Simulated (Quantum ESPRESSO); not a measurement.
# Beryllium (P6_3/mmc): zone-centre phonons

Aim: the zone-centre modes of Beryllium (P6_3/mmc).

Main program and level: Quantum ESPRESSO 7.5; DFT LDA, scalar-relativistic, plane waves, PseudoDojo norm-conserving pseudopotentials.

**Measured values to reproduce.**

“D retention and material defects probed using Raman microscopy in JET limiter samples and beryllium-based synthesized samples” (2021, arxiv:2109.15077) quotes from earlier work for Be, hexagonal close-packed (crystalline beryllium, reference value from earlier work): Raman mode (E2g) 455 cm⁻¹ [literature value quoted in the methods section; measurement temperature and sample not …].

Report form: the programs' logs are mostly left out.

**1. Starting point**

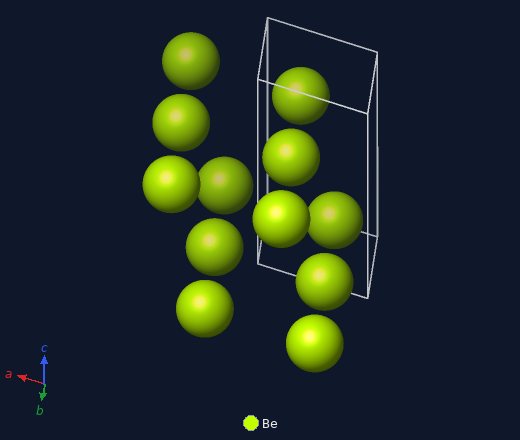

The cell as given, from a free direction (beryllium green). 2×3×1 cells are drawn.

**2. A probe with smearing**

A cheap run with smearing and empty bands tells whether the crystal has a gap, which decides between fixed occupations and smearing later on.

probe.in reads:

```
&control
   calculation = 'scf'
   prefix = 'x'
   outdir = './tmp'
   pseudo_dir = './pseudo'
   tprnfor = .true.
   tstress = .true.
   verbosity = 'high'
/
&system
   ibrav = 0
   nat = 2
   ntyp = 1
   ecutwfc = 88.0
   occupations = 'smearing'
   smearing = 'gaussian'
   degauss = 0.01
/
&electrons
   conv_thr = 1.0d-07
   mixing_beta = 0.7
   electron_maxstep = 100
/
ATOMIC_SPECIES
 Be      9.0122  Be.upf
CELL_PARAMETERS angstrom
     2.285300000    0.000000000    0.000000000
    -1.142650000    1.979127855    0.000000000
     0.000000000    0.000000000    3.584200000
ATOMIC_POSITIONS crystal
 Be     0.333333333   0.666666667   0.250000000
 Be     0.666666667   0.333333333   0.750000000
K_POINTS automatic
 9 9 6 0 0 0
```

The run is started by

```console
> OMP_NUM_THREADS=1 mpirun -n 4 pw.x -nk 4 -in probe.in > probe.out
```

The job ended after 12 s (4 MPI ranks of Intel Xeon at 2.50GHz (Skylake/Cascade Lake), shared host; 26 s of CPU time).

Read from the output:

| Property | Result |
| --- | --- |
| volume per atom | 8.105 Å³ |
| pressure | -8.167 GPa |
| gap on the k-mesh | 0 eV |

No gap opens on this mesh, so smearing is kept; the start stands at -8.2 GPa.

**3. Relaxing the cell and atoms**

The relaxation runs at a cutoff a fifth above that of the response, since stress converges more slowly with the basis than frequencies do. Forces and stress are brought to rest with tight thresholds.

relax.in reads:

```
&control
   calculation = 'vc-relax'
   prefix = 'x'
   outdir = './tmp'
   pseudo_dir = './pseudo'
   tprnfor = .true.
   tstress = .true.
   forc_conv_thr = 2.0d-05
   etot_conv_thr = 1.0d-07
   nstep = 40
/
&system
   ibrav = 0
   nat = 2
   ntyp = 1
   ecutwfc = 106
   occupations = 'smearing'
   smearing = 'mv'
   degauss = 0.02
/
&electrons
   conv_thr = 1.0d-11
   mixing_beta = 0.7
   electron_maxstep = 100
/
&ions
/
&cell
   press_conv_thr = 0.2
/
ATOMIC_SPECIES
 Be      9.0122  Be.upf
CELL_PARAMETERS angstrom
     2.285300000    0.000000000    0.000000000
    -1.142650000    1.979127855    0.000000000
     0.000000000    0.000000000    3.584200000
ATOMIC_POSITIONS crystal
 Be     0.333333333   0.666666667   0.250000000
 Be     0.666666667   0.333333333   0.750000000
K_POINTS automatic
 18 18 10 0 0 0
```

The run is started by

```console
> OMP_NUM_THREADS=1 mpirun -n 4 pw.x -nk 4 -in relax.in > relax.out
```

Wall time 5.5 min (4 MPI ranks).

Relaxation path:

```csv
step,energy less that of the first step (eV),largest force (eV/Å),pressure (GPa),volume (Å³)
1,0.0000,0.0000,-8.10,16.21
2,-0.0246,0.0000,-3.50,15.55
3,-0.0297,0.0000,0.37,15.07
4,-0.0298,0.0000,0.01,15.11
5,-0.0298,0.0000,-0.01,15.12
6,-0.0298,0.0000,0.00,15.12
7,-0.0297,0.0000,0.00,15.12
```

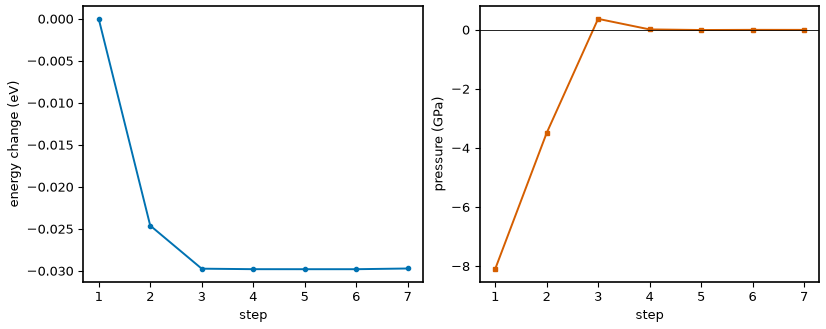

Energy and pressure along the relaxation.

```csv
"conventional cell, symmetrised",before,after,change
a (Å),2.285,2.226,-2.6 %
b (Å),2.285,2.226,-2.6 %
c (Å),3.584,3.524,-1.7 %
volume (Å³/atom),8.11,7.56,-6.8 %
```

The relaxed structure:

```
CELL_PARAMETERS angstrom
2.22554 0.00000 0.00000
-1.11277 1.92737 0.00000
0.00000 0.00000 3.52394
ATOMIC_POSITIONS crystal
Be 0.33333 0.66667 0.25000
Be 0.66667 0.33333 0.75000
```

The last row of the table of steps is pw.x's closing run on a basis chosen anew for the final cell, so its energy can jump.

Read from the output:

```
volume per atom : 7.558 Å³
pressure        : -0.001667 GPa
```

The volume changes by -6.8 % from the cell with which this run began.

**4. Ground state**

Perturbation theory inherits every error of the wavefunctions, so the threshold is set near the limit of the arithmetic. Smearing stays on, as the first look found no gap above 0.3 eV.

scf.in reads:

```
&control
   calculation = 'scf'
   prefix = 'x'
   outdir = './tmp'
   pseudo_dir = './pseudo'
   tprnfor = .true.
   tstress = .true.
/
&system
   ibrav = 0
   nat = 2
   ntyp = 1
   ecutwfc = 88.0
   occupations = 'smearing'
   smearing = 'mv'
   degauss = 0.02
/
&electrons
   conv_thr = 1.0d-12
   mixing_beta = 0.7
   electron_maxstep = 100
/
ATOMIC_SPECIES
 Be      9.0122  Be.upf
CELL_PARAMETERS angstrom
     2.225536820    0.000000000    0.000000000
    -1.112768410    1.927371423    0.000000000
     0.000000000    0.000000000    3.523936856
ATOMIC_POSITIONS crystal
 Be     0.333333333   0.666666667   0.250000000
 Be     0.666666667   0.333333333   0.750000000
K_POINTS automatic
 20 20 10 0 0 0
```

The run is started by

```console
> OMP_NUM_THREADS=1 mpirun -n 4 pw.x -nk 4 -in scf.in > scf.out
```

The job ended after 46 s (4 MPI ranks).

This step gave:

```yaml
pressure: 0.01467 GPa
```

The cell stands at 0.015 GPa, close enough for phonons.

**5. Linear response at Γ**

At q = 0 one unit cell holds all displacements; symmetry groups them into irreducible representations that are solved one by one. With smeared occupations no response to a homogeneous field can be asked.

ph.in reads:

```
phonons
&inputph
   prefix = 'x'
   outdir = './tmp'
   fildyn = 'g.dyn'
   tr2_ph = 1.0d-18
   alpha_mix(1) = 0.4
   nmix_ph = 8
/
0.000000000000 0.000000000000 0.000000000000
```

The run is started by

```console
> OMP_NUM_THREADS=1 mpirun -n 4 ph.x -nk 4 -in ph.in > ph.out
```

Elapsed: 3.5 min, on 4 MPI ranks.

Read from the output:

```
largest acoustic frequency at the zone centre before the sum rule : 3.56 cm⁻¹
highest optical zone-centre mode (no LO-TO term)                  : 707.9 cm⁻¹
lowest optical zone-centre mode                                   : 478.1 cm⁻¹
```

The acoustic modes at Γ come out as far as 3.6 cm⁻¹ from zero, where they should vanish, a small numerical error.

**6. Modes with the sum rule**

A rigid shift of the crystal must cost nothing, but grids and finite bases break this; the acoustic sum rule is imposed before the matrix is diagonalised again.

dynmat.in reads:

```
&input
   fildyn = 'g.dyn'
   asr = 'crystal'
   fileig = 'dynmat.eig'
/
```

The run is started by

```console
> dynmat.x -in dynmat.in > dynmat.out
```

The job ended after 1.2 s (1 thread).

Unit eigenvectors of the mass-weighted matrix after the sum rule; no LO-TO term. Modes at Γ:

```csv
mode,frequency (cm⁻¹),symmetry
1,0.0,acoustic
2,0.0,acoustic
3,0.0,acoustic
4,478.1,E2g
5,478.1,E2g
6,707.9,B1g
```

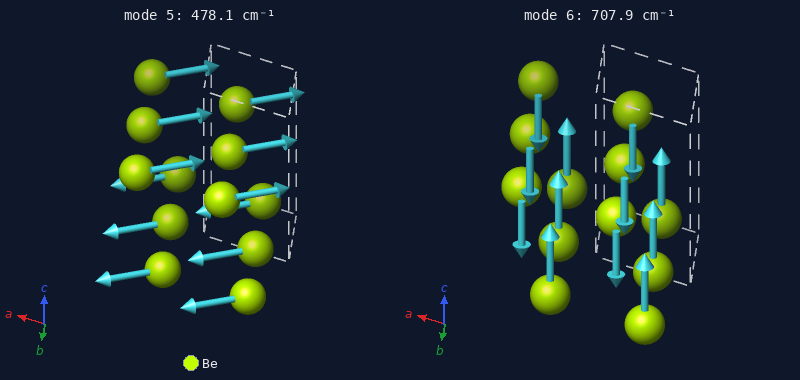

Displacement patterns of modes 5 and 6 at Γ; arrows are exaggerated. 2×3×1 cells are drawn.

The rule moves no optical mode by more than 0.1 cm⁻¹.

**7. What came out**

| Item | Value |
| --- | --- |
| space group after relaxation | P6_3/mmc |
| volume per atom | 7.56 Å³ |
| highest optical zone-centre mode (no LO-TO term) | 707.9 cm⁻¹ |
| lowest optical zone-centre mode | 478.1 cm⁻¹ |
| imaginary optical modes at the zone centre (no q mesh in this session) | none |

At the LDA level the optical modes of Beryllium (P6_3/mmc) at the zone centre run from 478 to 708 cm⁻¹. Left out of this account: PBE with PseudoDojo NC, since it is gradient-corrected and no frozen-mode check or second program bears its response out; PBEsol with PseudoDojo NC, since it is gradient-corrected and no frozen-mode check or second program bears its response out. What is said of the levels holds for those shown. These are harmonic frequencies at zero temperature: anharmonic shifts and linewidths and thermal expansion are left out. In a metal the frequencies hang on the k mesh and the smearing, most of all near Kohn anomalies.

Calculation against experiment:

| quantity | measured | LDA PseudoDojo norm-conserving, Quantum ESPRESSO |
| --- | --- | --- |
| Raman mode, E2g (cm⁻¹) | 455 | 478 (+5.1 %) |

Measured values from arxiv:2109.15077 (2021).

How well it matches: The Raman mode is off by +5.1 %: fair agreement. The grades are ours: good and fair within 3 and 7 % for the Raman mode. Zero-point motion and thermal expansion are not in the computed Raman mode.

[Host names and launcher messages were left out of these logs when they were recorded.]

[Logs are printed without paths, hosts, clocks, repeated set-up lines and the standing remarks that a program may print on its own settings, such as how far it seeks lower states.]

[Hosts, paths, dates, database ids (printed as entryN), source tags and the programs' standing remarks are cut or masked in the printed files.]
